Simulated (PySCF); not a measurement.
System: C$_{4}$H$_{10}$NOSi$_{2}$ (doublet).

Input file:

```
{"job": {"kind": "epr", "basis": "pcH-1"}, "charge": 0, "multiplicity": 2}
C     -0.151126    -2.655026    -1.348515
C      0.066240    -1.638104    -0.733081
Si     0.591011    -0.163698     0.296393
N      1.935908     0.718568    -0.309780
C      3.301250     0.266606    -0.230546
Si    -1.226724     1.274556     0.300447
O     -2.520309     0.472223     0.841766
C     -3.165946    -0.660354     0.339688
H      1.072047    -0.671355     1.594824
H      1.797020     1.336113    -1.095129
H      3.983880     1.117652    -0.189634
H      3.423604    -0.326404     0.672221
H      3.574091    -0.358736    -1.086490
H     -1.189427     2.306811     1.328085
H     -1.467758     1.859196    -1.029011
H     -3.876580    -1.003600     1.092379
H     -3.705582    -0.411807    -0.576866
H     -2.450358    -1.456323     0.121592
```

Command:

```sh
OMP_NUM_THREADS=1 python probes_run.py task.json out
```

Geometry: GFN2-xTB.

Method: UKS B3LYP, pcH-1 on C H N O Si, non-relativistic, mean-field spin-orbit, GIAO in PySCF.

What can the converged electron density, electron localisation function and spin density tell about the bonding?

Answer. Si–O (1.62 Å): the density is about 1.2 e/Å³ at the midpoint; the ELF peaks at about 0.85 between the atoms; a short, strongly polar bond.
Si–N (1.72 Å): ρ is about 1.1 e/Å³ halfway; the ELF peaks at about 0.90 between the atoms; a polar covalent bond.
The unpaired spin (1 electron) lies mostly on C1 (about 0.8), in electrons by Hirshfeld's partition.

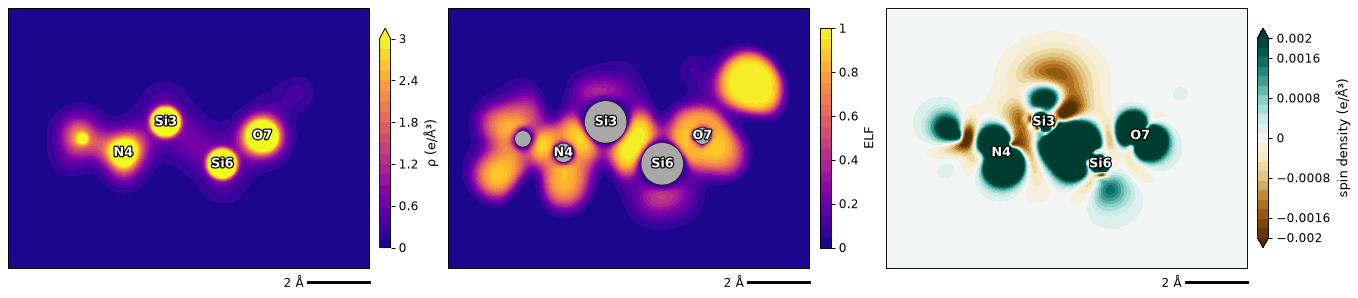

Computed electron density, electron localisation function and spin density on the plane of atoms N4, Si3 and Si6, in this order. Grey discs cover the atomic cores in the ELF map. 
